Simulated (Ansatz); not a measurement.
A series of calculations on SiNH3BrCl3

## 1. Relaxation

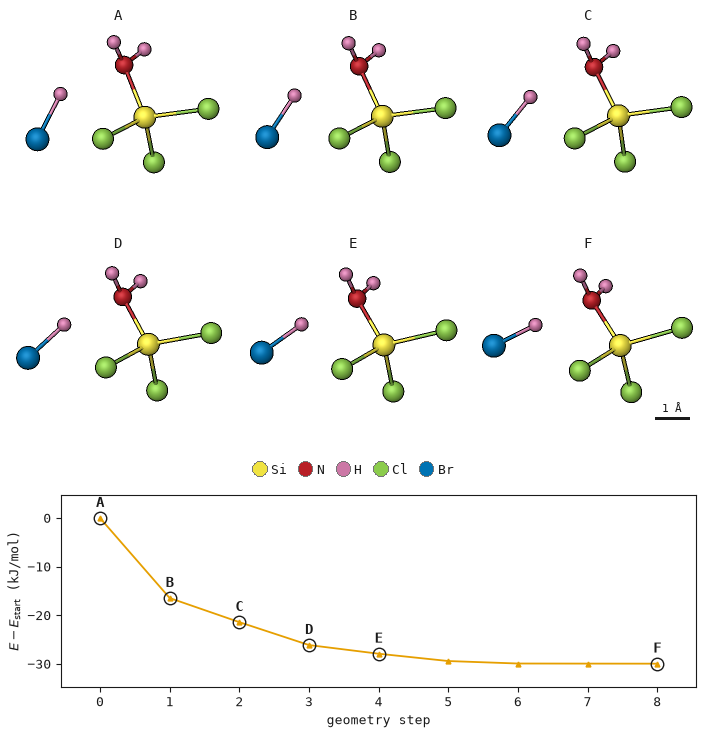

Frames of a relaxation of SiNH$_{3}$BrCl$_{3}$, marked on the history of the run. The picture is a ball-and-stick view, seen at a tilt.

The run prepares an end point of a later path (reaction) calculation, from a guessed geometry.

Method: RKS B3LYP-D4/def2-SVP in Ansatz.

The input:
```yaml
crystal:
  periodic: [false, false, false]
  atoms:
    - { symbol: Si, position_ang: [-0.050443, 0.118196, 0.14196] }
    - { symbol: "N", position_ang: [-0.017839, 0.064428, 1.918965] }
    - { symbol: H, position_ang: [-0.927241, 0.072202, 2.379303] }
    - { symbol: H, position_ang: [0.598254, 0.749894, 2.355689] }
    - { symbol: Cl, position_ang: [1.858645, 0.319024, -0.561582] }
    - { symbol: Cl, position_ang: [-1.094121, 1.778561, -0.530511] }
    - { symbol: Cl, position_ang: [-1.079747, -1.498573, -0.573475] }
    - { symbol: Br, position_ang: [1.730692, -2.789125, 1.066972] }
    - { symbol: H, position_ang: [1.0298, -1.921307, 2.07318] }
basis:
  gaussian: { orbitals: def2-SVP }
hamiltonian:
  xc: b3lyp
  dispersion: d4
relax:
  f_tol: 0.03
  max_steps: 50
```

Command:
```bash
ansatz run input.yaml --threads 4 --pin off --max-ram 5120MiB --backend cpu --events-out ev --progress --plain --runs-dir out
```

Q: Describe the path.

A: After 8 geometry steps the energy has fallen by 29.9 kJ/mol. The largest force component goes from 1.2 to 0.01 eV/Å. Br8 moves most after the best rigid fit: 0.85 Å. By element the largest moves are Br 0.85 Å, H 0.39 Å, Cl 0.29 Å, N 0.23 Å, Si 0.18 Å. Some distances before and after: Si1–Br8 3.533 → 4.184 Å, Si1–N2 1.778 → 1.728 Å, Br8–H9 1.502 → 1.456 Å, Si1–Cl6 2.073 → 2.062 Å. Bond angles that change, for instance: Cl5–Si1–Cl7 115.3° → 111.9°, Cl6–Si1–Cl7 105.4° → 108.5°, N2–Si1–Cl6 111.0° → 113.6°. Cost: 28 s on 4 threads of Arm Neoverse V2 (shared host), peak memory 0.41 GiB. From step 0 to 1: Br8 moves most (0.19 Å), energy −16.4 kJ/mol. From step 1 to 2: Br8 moves most (0.12 Å), energy −4.96 kJ/mol. From step 2 to 3: Br8 moves most (0.17 Å), energy −4.71 kJ/mol. From step 3 to 4: Br8 moves most (0.17 Å), energy −1.78 kJ/mol. From step 4 to 8: Br8 moves most (0.24 Å), energy −2.04 kJ/mol.

Limits of the set-up: the start holds two separate molecules, 2.3 Å apart at their closest, whose relative position is a soft coordinate.

## 2. Relaxation

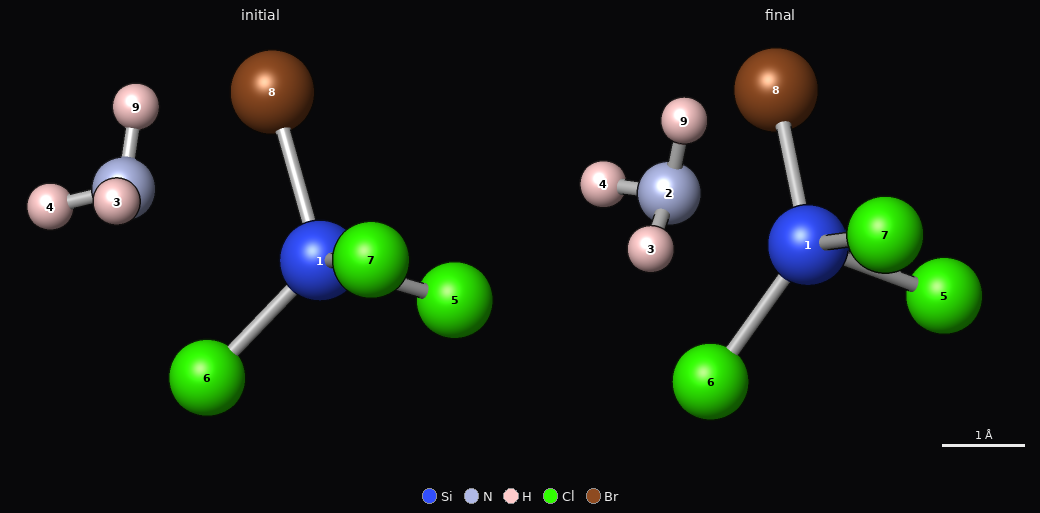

The structure of SiNH3BrCl3 before (left) and after (right) a relaxation, at one scale.

A ball-and-stick model, seen from a free direction.

The run prepares an end point of a later path (reaction) calculation, from a guessed geometry.

The calculation used Ansatz, RKS B3LYP-D4/def2-SVP. (no spin polarisation; force threshold 0.03 eV/Å; at most 50 steps)

Q: Summarise the run.

A: Over 14 accepted moves (16 points after the start) the energy falls by 3.73 kcal/mol. Largest force component: 0.57 eV/Å at the start, 0.023 eV/Å at the end. The line search rejected the trial steps at points 2, 6 of the run. The forces were under the threshold at step 7, but the run went on from there. H3 moves most after the best rigid fit: 0.79 Å. By element the largest moves are H 0.79 Å, Si 0.50 Å, Cl 0.45 Å, N 0.38 Å, Br 0.27 Å. Near-neighbour distances that change, for instance: Si1–N2 3.018 → 2.147 Å, N2–Br8 3.189 → 2.936 Å, Si1–Cl6 2.050 → 2.104 Å, Si1–Cl5 2.065 → 2.110 Å. Bond angles that change, for instance: Cl5–Si1–Cl6 105.6° → 97.1°, Cl5–Si1–Br8 104.1° → 96.8°, Cl7–Si1–Br8 112.8° → 118.8°.

Limits of the set-up: the start holds two separate molecules, 2.8 Å apart at their closest, whose relative position is a soft coordinate.

## 3. Path

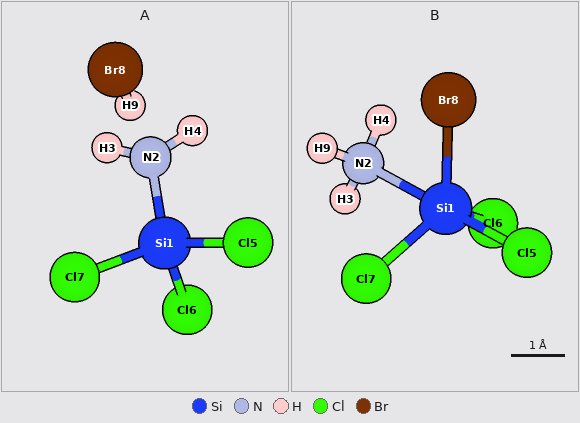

The two relaxed end points of a path for SiNH3BrCl3. The picture is a ball-and-stick view, seen from a free direction.

These are results of Ansatz 0.2.0, RKS B3LYP-D4/def2-SVP, not measurements.

Settings: 7 movable images; climbing image; force threshold 0.05 eV/Å; iteration limit 60.

Start:
```xyz
9

Si   -0.1341    0.2573    0.0573
N     0.0640   -0.0602    1.7447
H    -0.7773   -0.2752    2.2790
H     0.6626    0.5765    2.2697
Cl    1.7384    0.4189   -0.7521
Cl   -1.1705    1.9951   -0.3390
Cl   -1.1760   -1.3147   -0.7369
Br    1.7915   -2.9784    1.8824
H     1.0496   -1.7260    1.8655
```

End:
```xyz
9

Si    0.5629   -0.2353    0.0616
N    -0.2478   -0.4739    2.0351
H    -1.2021   -0.1058    2.0748
H     0.3220    0.0274    2.7215
Cl    1.3628   -0.0022   -1.8774
Cl    0.1394    1.7953    0.4150
Cl   -1.0366   -1.4957   -0.4661
Br    2.4181   -1.1537    1.0092
H    -0.2708   -1.4629    2.2969
```

Predict the minimum-energy path and its barrier.

The energy climbs by 0.65 eV to image 3 and then falls by 0.79 eV, so the end point sits at −0.14 eV. Breaking: Br8–H9 (1.46 → 1.97 at the top → 3.00 Å). Forming: N2–H9 (1.94 → 1.10 at the top → 1.02 Å), Si1–Br8 (4.18 → 3.06 at the top → 2.28 Å). The band converged in 16 iterations. The largest component of the band force went from 3.8 to 0.026 eV/Å. The climbing image converged on the top of the path. Its vibrational analysis gives one imaginary mode (150i cm⁻¹), as a transition state must have.

Energies of the converged images:

```tsv
image	path (Å)	E (eV)
0	0.00	0.000
1	0.49	0.057
2	0.98	0.421
3	1.47	0.646
4	2.18	0.369
5	2.89	0.324
6	3.60	0.199
7	4.31	-0.021
8	5.02	-0.140
```

The geometry at the top of the path:

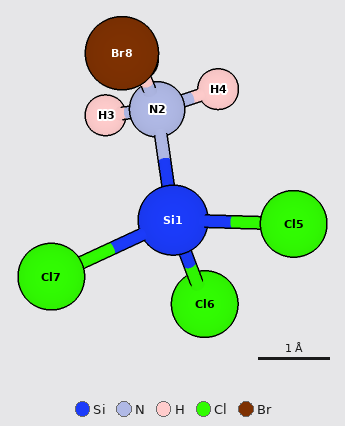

Cost: 5.4 min on 4 threads of Arm Neoverse V2, on a shared host, peak memory 0.41 GiB.
